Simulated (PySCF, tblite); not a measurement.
# C4H16BNSi: geometry, infrared bands and NMR shifts

Wanted: the infrared bands and NMR shifts of C4H16BNSi (`[BH3-][N+](C)(C)[SiH](C)C`), by calculation.

Computed with tblite 0.8.0 and PySCF 2.14.0, with density-fitted response routines of our own, on a single molecule in the gas phase. Atoms count from 0, in the outputs and in this text.

### 1 The starting structure

23 atoms, charge 0, multiplicity 1; geometry from: force field or distance geometry start.

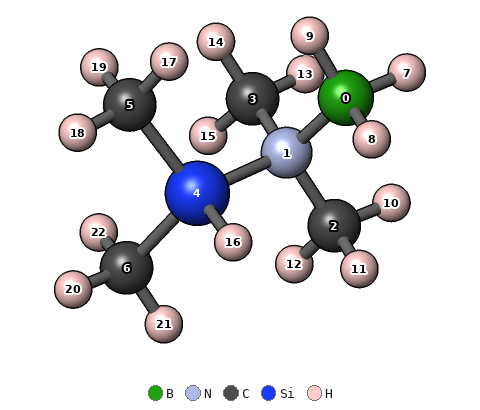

The starting geometry (boron green, nitrogen light blue, carbon dark grey, silicon blue, hydrogen pink), atoms numbered; sticks join atoms by distance.

### 2 Optimising the geometry with GFN2-xTB

What the job is given:

```
{"job": {"kind": "relax", "xc": "GFN2-xTB", "basis": "xTB"}, "charge": 0, "multiplicity": 1}
B     -1.117300     1.675400    -0.452800
N     -0.797600     0.207000    -0.088600
C     -1.648700    -0.710600    -0.856000
C     -1.025300    -0.006100     1.355900
Si     0.950200    -0.127700    -0.482800
C      2.115100     0.941100     0.507700
C      1.404900    -1.916700    -0.208800
H     -2.273700     1.913900    -0.246500
H     -0.897700     1.881700    -1.605800
H     -0.489000     2.439200     0.209500
H     -2.738600    -0.505000    -0.666500
H     -1.483900    -0.600100    -1.952000
H     -1.478900    -1.768000    -0.576400
H     -2.086300     0.169300     1.627500
H     -0.403400     0.676000     1.986800
H     -0.788700    -1.058700     1.669100
H      1.171900     0.174400    -1.910700
H      1.906700     2.008400     0.325400
H      3.163000     0.724700     0.211100
H      2.009400     0.719900     1.596400
H      2.473100    -2.060200    -0.443600
H      0.791900    -2.570300    -0.858600
H      1.238300    -2.180500     0.869600
```

Started as:

```sh
> OMP_NUM_THREADS=1 python probes_run.py task.json out
```

One launch serves the whole session: the jobs run in the order shown.

Standard output:

```text
step      E/eV     max force
  0    -615.18182    1.782
  1    -615.38079    0.905
  2    -615.45647    0.412
  3    -615.48245    0.320
  4    -615.50808    0.341
  5    -615.51720    0.200
  6    -615.52465    0.185
  7    -615.52996    0.181
  8    -615.53502    0.248
  9    -615.53902    0.199
 10    -615.54156    0.116
 11    -615.54316    0.098
 12    -615.54454    0.128
 13    -615.54584    0.128
 14    -615.54694    0.087
 15    -615.54764    0.055
 16    -615.54802    0.050
 17    -615.54828    0.046
 18    -615.54851    0.039
 19    -615.54875    0.040
 20    -615.54896    0.044
 21    -615.54912    0.035
 22    -615.54924    0.024
 23    -615.54933    0.022
 24    -615.54945    0.036
 25    -615.54962    0.047
 26    -615.54982    0.042
 27    -615.55004    0.036
 28    -615.55024    0.029
 29    -615.55040    0.038
 30    -615.55053    0.036
 31    -615.55064    0.022
 32    -615.55074    0.029
 33    -615.55082    0.023
 34    -615.55088    0.020
 35    -615.55094    0.019
 36    -615.55101    0.026
 37    -615.55110    0.034
 38    -615.55120    0.028
 39    -615.55130    0.025
 40    -615.55140    0.026
 41    -615.55153    0.034
 42    -615.55169    0.044
 43    -615.55186    0.038
 44    -615.55200    0.026
 45    -615.55211    0.028
 46    -615.55222    0.027
 47    -615.55233    0.031
 48    -615.55243    0.025
 49    -615.55253    0.026
 50    -615.55263    0.023
 51    -615.55272    0.018
 52    -615.55281    0.022
 53    -615.55288    0.021
 54    -615.55295    0.021
 55    -615.55303    0.028
 56    -615.55314    0.026
 57    -615.55325    0.023
 58    -615.55334    0.021
 59    -615.55340    0.016
 60    -615.55346    0.023
 61    -615.55352    0.026
 62    -615.55357    0.028
 63    -615.55364    0.024
 64    -615.55374    0.016
 65    -615.55379    0.021
 66    -615.55387    0.019
 67    -615.55394    0.020
 68    -615.55400    0.019
 69    -615.55404    0.015
 70    -615.55408    0.015
 71    -615.55412    0.016
 72    -615.55415    0.015
 73    -615.55417    0.013
 74    -615.55419    0.010
```

Wall time 1 s (1 thread of Arm Neoverse N1, shared host); peak memory 0.18 GiB.

Relaxation path: (not every step is listed)

```tsv
step	energy from step 0 (eV)	largest force (eV/Å)
0	0.0000	1.7816
1	-0.1990	0.9049
2	-0.2746	0.4115
3	-0.3006	0.3205
4	-0.3263	0.3414
5	-0.3354	0.1997
6	-0.3428	0.1853
7	-0.3481	0.1806
8	-0.3532	0.2481
14	-0.3651	0.0875
20	-0.3671	0.0442
26	-0.3680	0.0417
32	-0.3689	0.0288
38	-0.3694	0.0285
44	-0.3702	0.0258
50	-0.3708	0.0231
56	-0.3713	0.0263
62	-0.3718	0.0281
68	-0.3722	0.0185
69	-0.3722	0.0153
70	-0.3723	0.0154
71	-0.3723	0.0162
72	-0.3723	0.0153
73	-0.3723	0.0134
74	-0.3724	0.0100
```

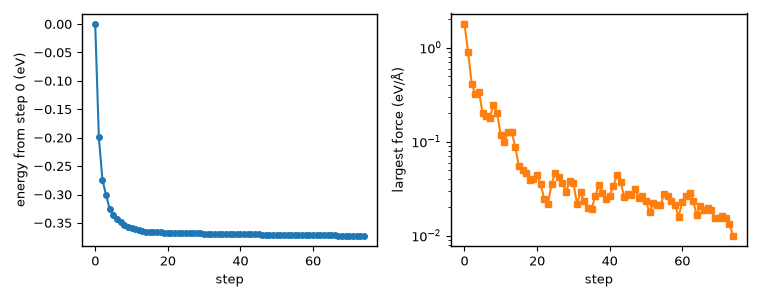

Energy and force, step by step.

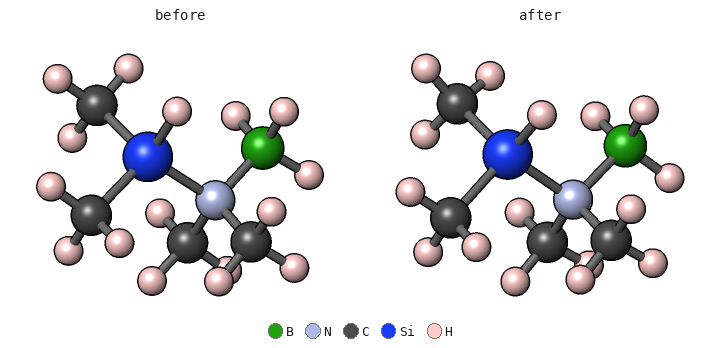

Before and after, at one scale.

Distances of close pairs at the start and the end, largest changes first:

```tsv
bond	before (Å)	after (Å)	change (Å)
B0–N1	1.546	1.657	+0.111
Si4–C6	1.866	1.907	+0.041
C6–H22	1.123	1.087	-0.036
C2–H10	1.125	1.090	-0.036
C3–H14	1.118	1.087	-0.032
C3–H15	1.123	1.094	-0.029
C5–H19	1.116	1.087	-0.029
Si4–C5	1.866	1.893	+0.028
```

The final coordinates are the input of the step that follows.

### 3 Infrared spectrum with GFN2-xTB

What the job is given:

```
{"job": {"kind": "ir", "xc": "GFN2-xTB", "basis": "xTB"}, "charge": 0, "multiplicity": 1}
B     -1.142723     1.738619    -0.460839
N     -0.748493     0.172400    -0.089917
C     -1.634935    -0.693890    -0.857253
C     -1.010673    -0.031922     1.329452
Si     0.987136    -0.125967    -0.523693
C      2.120998     0.974403     0.519634
C      1.382925    -1.956036    -0.159867
H     -2.311235     1.846227    -0.243899
H     -0.877821     1.891211    -1.614032
H     -0.494031     2.442582     0.249575
H     -2.671019    -0.429755    -0.647208
H     -1.459105    -0.546029    -1.919505
H     -1.479535    -1.747139    -0.607249
H     -2.046345     0.229887     1.546554
H     -0.370896     0.619901     1.917934
H     -0.841494    -1.072416     1.622923
H      1.065548     0.115150    -1.965863
H      1.766379     1.999539     0.515637
H      3.127038     0.968251     0.111994
H      2.186739     0.641892     1.552876
H      2.424381    -2.153693    -0.390219
H      0.789447    -2.638060    -0.761130
H      1.232963    -2.218172     0.884173
```

Standard output:

```text
mode    cm-1     km/mol
  1      15.8      3.33
  2     112.4      0.18
  3     118.8      0.04
  4     164.8      2.88
  5     183.4      3.26
  6     193.7      7.06
  7     216.9      1.67
  8     248.3      9.70
  9     258.0      6.59
 10     285.8      4.85
 11     306.1      3.99
 12     355.4      3.55
 13     375.2     12.89
 14     404.6      2.87
 15     553.7     11.50
 16     608.7     70.91
 17     650.1     66.68
 18     661.5     55.54
 19     712.4     78.11
 20     758.2      4.56
 21     789.3      1.43
 22     827.9    193.02
 23     832.2    134.53
 24     851.5    221.01
 25     891.8     23.54
 26     901.0     42.80
 27    1000.4     87.43
 28    1039.7      2.07
 29    1088.7      0.04
 30    1160.4    174.70
 31    1178.2     78.90
 32    1186.9     51.52
 33    1236.8     33.31
 34    1262.9     33.85
 35    1277.0     40.86
 36    1362.2     25.94
 37    1376.2     17.92
 38    1410.6      0.25
 39    1427.4      1.17
 40    1464.6      2.28
 41    1469.0      0.41
 42    1473.2      0.17
 43    1481.0      0.42
 44    1485.6      5.73
 45    1490.7      9.60
 46    1497.7      0.73
 47    1505.2     14.16
 48    2267.4    231.44
 49    2414.3    340.60
 50    2420.9    334.54
 51    2458.9    142.11
 52    2941.3     37.30
 53    2948.6     75.91
 54    3004.3      6.52
 55    3008.4     37.95
 56    3022.1      9.25
 57    3030.0     24.93
 58    3041.5     10.33
 59    3042.2     29.29
 60    3047.4     27.81
 61    3048.8     10.57
 62    3057.6      1.97
 63    3060.2     27.42
```

Run time: 1.7 s. Hardware: 1 thread of Arm Neoverse N1, shared host; peak memory 0.18 GiB.

Which atoms move in the most intense modes:

```tsv
cm⁻¹	km/mol	atoms
828	193.0	Si4 25 %, H21 25 %, H17 11 %, C6 11 %
832	134.5	H19 32 %, H17 19 %, C5 13 %, H22 11 %
852	221.0	H18 22 %, H20 19 %, Si4 12 %
1160	174.7	H8 17 %, H9 16 %, H7 13 %
2267	231.4	H16 96 %
2414	340.6	H7 68 %, H8 12 %, H9 10 %
2421	334.5	H8 53 %, H9 37 %
2459	142.1	H9 46 %, H8 28 %, H7 24 %
```

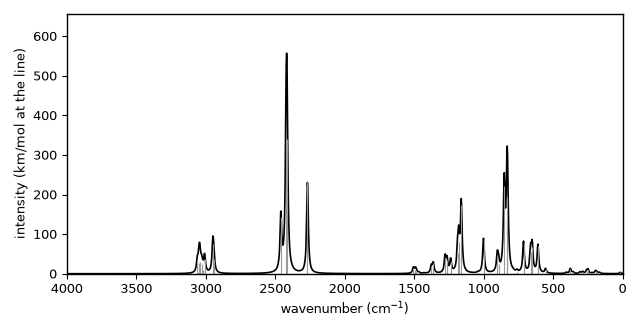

The infrared spectrum from these modes, unscaled. Lines are broadened to a width of 14 cm⁻¹ (Lorentzian).

### 4 Shielding tensors: PBE0/pcSseg-1

The job, as its differences from that of step 3:

```diff
@@ -1,2 +1,2 @@
-{"job": {"kind": "ir", "xc": "GFN2-xTB", "basis": "xTB"}, "charge": 0, "multiplicity": 1}
+{"job": {"kind": "nmr", "xc": "PBE0", "basis": "pcSseg-1"}, "charge": 0, "multiplicity": 1}
 B     -1.142723     1.738619    -0.460839
```

Level: GIAO PBE0/pcSseg-1 NMR shielding, non-relativistic, gas phase.

Standard output:

```text
coarse grid: 18040 points
cycle   1  E = -530.5812152802  dE =  3.578e-01  |g| = 5.417e-01  |ddm| = 3.932e+00
cycle   2  E = -530.5870501610  dE = -5.835e-03  |g| = 5.398e-01  |ddm| = 1.033e+00
cycle   3  E = -530.6649692219  dE = -7.792e-02  |g| = 4.777e-02  |ddm| = 4.877e-01
cycle   4  E = -530.6653792621  dE = -4.100e-04  |g| = 2.760e-02  |ddm| = 6.894e-02
cycle   5  E = -530.6655521891  dE = -1.729e-04  |g| = 6.320e-03  |ddm| = 2.575e-02
cycle   6  E = -530.6655606022  dE = -8.413e-06  |g| = 2.032e-03  |ddm| = 6.694e-03
final grid: 164912 points
cycle   7  E = -530.7054007678  dE = -6.957e-05  |g| = 1.150e-02  |ddm| = 3.690e-02
cycle   8  E = -530.7053915224  dE =  9.245e-06  |g| = 1.309e-02  |ddm| = 2.021e-02
cycle   9  E = -530.7054347308  dE = -4.321e-05  |g| = 1.309e-03  |ddm| = 1.086e-02
cycle  10  E = -530.7054350670  dE = -3.362e-07  |g| = 3.474e-04  |ddm| = 1.106e-03
cycle  11  E = -530.7054350899  dE = -2.289e-08  |g| = 7.247e-05  |ddm| = 2.695e-04
cycle  12  E = -530.7054350912  dE = -1.297e-09  |g| = 2.234e-05  |ddm| = 9.851e-05
cycle  13  E = -530.7054350913  dE = -1.362e-10  |g| = 2.741e-06  |ddm| = 2.494e-05
converged SCF energy = -530.7054350913

GIAO shielding tensors (ppm)
atom      isotropic    diamagn.    paramagn.     s11        s22        s33       span
  0 B      116.813     191.523     -74.709     96.477     98.858    155.104     58.626
  1 N      233.685     324.461     -90.775    222.190    235.901    242.965     20.775
  2 C      138.838     249.265    -110.427    114.084    117.942    184.488     70.404
  3 C      141.316     250.681    -109.364    116.730    122.517    184.701     67.971
  4 Si     332.623     882.706    -550.083    294.536    327.525    375.810     81.274
  5 C      189.888     255.771     -65.884    182.143    190.432    197.089     14.946
  6 C      191.767     256.174     -64.407    186.439    191.338    197.524     11.084
  7 H       29.857      32.692      -2.834     26.909     27.270     35.392      8.483
  8 H       29.770      32.348      -2.578     26.329     27.288     35.692      9.363
  9 H       29.681      33.344      -3.662     25.416     28.346     35.283      9.867
 10 H       29.143      30.952      -1.809     25.099     26.995     35.336     10.237
 11 H       29.055      31.300      -2.245     25.500     25.983     35.680     10.180
 12 H       29.632      32.439      -2.808     24.217     28.837     35.841     11.623
 13 H       29.236      31.630      -2.394     25.382     27.010     35.316      9.934
 14 H       29.192      33.259      -4.067     24.769     28.019     34.789     10.021
 15 H       29.739      33.280      -3.541     24.793     28.526     35.900     11.106
 16 H       26.949      31.791      -4.843     23.527     25.554     31.765      8.238
 17 H       30.436      32.015      -1.579     24.487     29.402     37.420     12.933
 18 H       31.663      29.983       1.680     27.191     28.103     39.695     12.504
 19 H       31.464      32.480      -1.017     27.383     29.717     37.292      9.909
 20 H       31.848      30.308       1.540     27.089     28.818     39.637     12.548
 21 H       31.459      32.155      -0.696     26.132     29.802     38.442     12.310
 22 H       31.614      33.018      -1.404     27.278     30.083     37.482     10.204
```

Wall time 74 s (1 thread of Arm Neoverse N1, shared host); peak memory 1 GiB.

The references, computed at this level on geometries of the same kind, shield at (ppm): 1H TMS 31.72, 13C TMS 186.9, 29Si TMS 349.2, 15N NH3 267.7, 11B BF3·OEt2 100.1. Their shielding less the atom's gives the shift. The references are single molecules in the gas phase, so shifts against H2O, NH3, PH3, H3PO4 or CFCl3 are not on the usual liquid scales and can be off by tens of ppm. Atoms listed in one row are averaged.

```tsv
atoms	environment	σ (ppm)	δ (ppm)	δ scaled to CDCl3
C2, C3	methyl carbon bonded to N	140.1	46.8	43.8
C5, C6	methyl carbon bonded to Si	190.8	-3.9	-5.7
H16	hydrogen on a silicon bonded to 2 C, N	26.95	4.77	–
H10, H11, H12, H13, H14, H15	hydrogen on a methyl carbon bonded to N	29.33	2.38	2.35
H7, H8, H9	hydrogen on a boron bonded to N	29.77	1.95	–
H17, H18, H19, H20, H21, H22	hydrogen on a methyl carbon bonded to Si	31.41	0.30	0.39
B0	boron bonded to N, 3 H	116.8	-16.7	–
N1	donor nitrogen of a Lewis adduct	233.7	34.0	–
Si4	silicon bonded to 2 C, N, H	332.6	16.5	–
```

The scaled column applies a straight-line fit of computed shieldings to shifts measured in CDCl3 (root-mean-square error 0.16 ppm for H, 1.9 ppm for C).

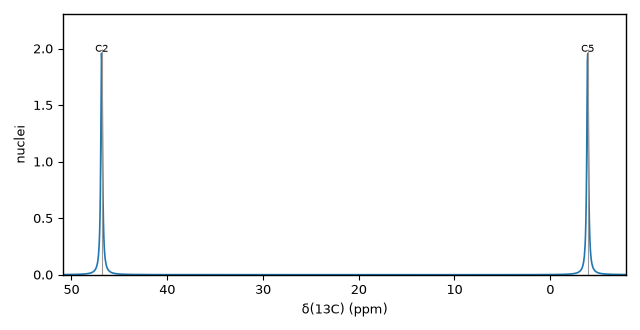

13C lines at the computed shifts, without couplings. Lines are broadened to a width of 0.20 ppm (Lorentzian).

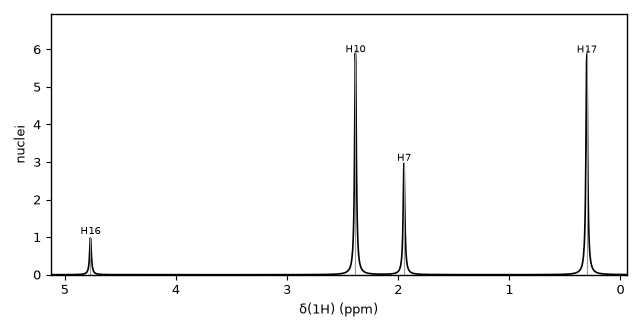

1H lines at the computed shifts, without couplings. Lines are broadened to a width of 0.02 ppm (Lorentzian).

The run also stored atomic charges by several schemes (e):

```tsv
atoms	Mulliken	IAO	Hirshfeld	ESP fit
B0	-0.08	-0.41	-0.10	-0.16
N1	-0.81	-0.26	-0.04	0.09
C2, C3	-0.09	-0.30	-0.05	-0.50
Si4	0.82	1.03	0.44	0.85
C5, C6	-0.64	-0.72	-0.21	-0.77
```

Hirshfeld charges:

B0 -0.10; N1 -0.04; C2 -0.05; C3 -0.05; Si4 0.44; C5 -0.21; C6 -0.22; H7 -0.10; H8 -0.10; H9 -0.10; H10 0.06; H11 0.06; H12 0.04; H13 0.06; H14 0.06; H15 0.04; H16 -0.07; H17 0.05; H18 0.05; H19 0.04; H20 0.05; H21 0.04; H22 0.04

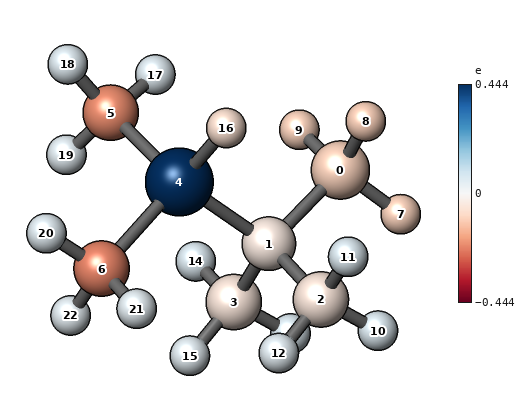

Hirshfeld charges, as colours on the atoms.

Mayer bond orders: B0–N1 0.59, N1–C2 0.91, N1–C3 0.91, N1–Si4 0.69, Si4–C5 1.00, Si4–C6 0.96.

### 5 Results

```
                                                               quantity                       value
                              strongest single infrared mode (GFN2-xTB)       2414 cm⁻¹, 341 km/mol
                                           zero-point energy (GFN2-xTB)              122.9 kcal/mol
13C shifts against TMS (PBE0/pcSseg-1, means over atoms taken as alike)              46.8, -3.9 ppm
 1H shifts against TMS (PBE0/pcSseg-1, means over atoms taken as alike)  4.77, 2.38, 1.95, 0.30 ppm
                            11B shifts against BF3·OEt2 (PBE0/pcSseg-1)                   -16.7 ppm
                                 15N shifts against NH3 (PBE0/pcSseg-1)                    34.0 ppm
                                29Si shifts against TMS (PBE0/pcSseg-1)                    16.5 ppm
```

What this shows: Relaxing lowered the energy by 0.372 eV in 74 steps; the close pair that moved most is B0–N1, from 1.546 to 1.657 Å. No mode is imaginary among the 63: a minimum at this level. The strongest single mode, at 2414 cm⁻¹, moves mainly H7. Unscaled tight-binding wavenumbers are off by several per cent, some by more. Its intensities can rank the bands wrongly. At PBE0/pcSseg-1: Shielding is most anisotropic at Si4 (span 81 ppm, paramagnetic term -550 ppm).
